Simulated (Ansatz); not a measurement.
| atom | x (Å) | y (Å) | z (Å) |
| --- | --- | --- | --- |
| W | -0.2621 | 0.1389 | 0.0445 |
| F | 0.1154 | 0.0362 | 1.8946 |
| F | 1.4224 | 1.0098 | 0.1062 |
| H | -0.7275 | 1.7165 | 0.4947 |
| F | -1.9506 | 0.4408 | -0.7111 |
| F | -1.0273 | -1.5387 | 0.4264 |
| O | 0.2999 | -0.1268 | -1.7375 |
| H | 1.2537 | -0.1438 | -1.9530 |
| Cl | 2.1350 | -2.0819 | 0.5705 |
| H | 1.9023 | -1.5493 | 1.7354 |

Core potentials replace the inner electrons of W.

All numbers below come from RKS PBE-D4/def2-SVP in Ansatz.

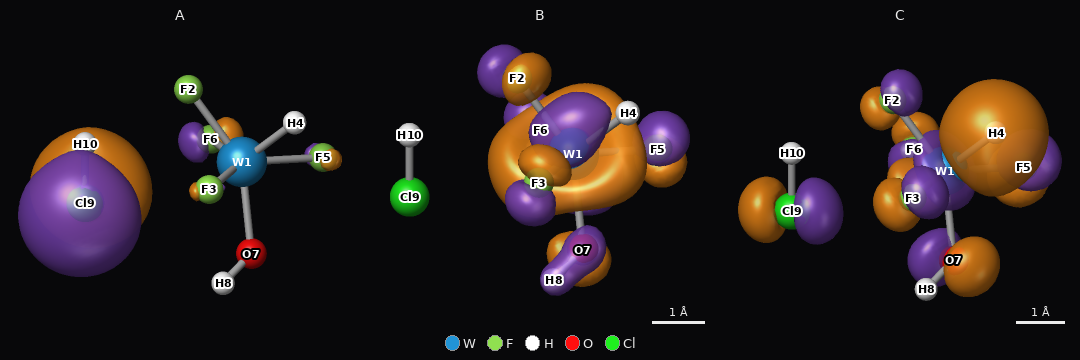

F$_{4}$H$_{2}$OW···HCl. Three frontier orbitals at ±0.1 Å⁻³ᐟ² (orange and purple are the two phases), in no order.

Order the three orbitals by energy and name them.

A is the HOMO−1 (−8.34 eV). By Hirshfeld shares it lies mainly on Cl9 (about 90 %); largely a lone pair of Cl9. C is the HOMO (−7.94 eV). By Hirshfeld shares it lies mainly on H4 (about 30 %), W1 (about 25 %), F5 (about 15 %), O7 (about 10 %), Cl9 (about 5 %) and F3 (about 5 %). B is the LUMO (−4.47 eV). Its weight (Hirshfeld) is mainly on W1 (about 65 %), F5 (about 10 %) and F2 (about 5 %).

What is the HOMO–LUMO gap?

3.47 eV between the orbital energies.
